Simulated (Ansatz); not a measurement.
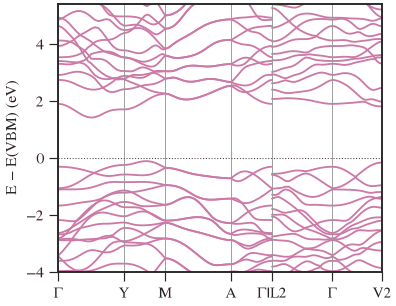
*Band structure from the program Ansatz at the r²SCAN level (PAW)*

The gap is 1.41 eV; an edge lies off the plotted path or next to a special point (maximum off the standard path, minimum on the Γ–Y line, 50 % of the way from Γ).

Pick the material that matches.
(A) Na4CoO3, Cc (Pearson symbol mS32)
(B) Cd2P3I, C2/c (Cd on 8f, P on 4e, P on 8f, I on 4e)
(C) RbAg3S2, C2/m (Pearson symbol mS24)

B, Cd2P3I, C2/c (Cd on 8f, P on 4e, P on 8f, I on 4e)

The first step of the workflow began from a Materials Project structure, measured or hypothetical; the Crystallography Open Database copy checked does not list it. COD files the formula under space group No. 9, so this cell is another polymorph or a model. Whether it is the stable phase at ambient conditions was not checked. Symmetry was held in the r²SCAN relaxation; its stability against distortions is not shown here. Scalar-relativistic: spin–orbit coupling is off unless named, which matters more the heavier the elements.

Potentials: the later of the program's two PAW sets.
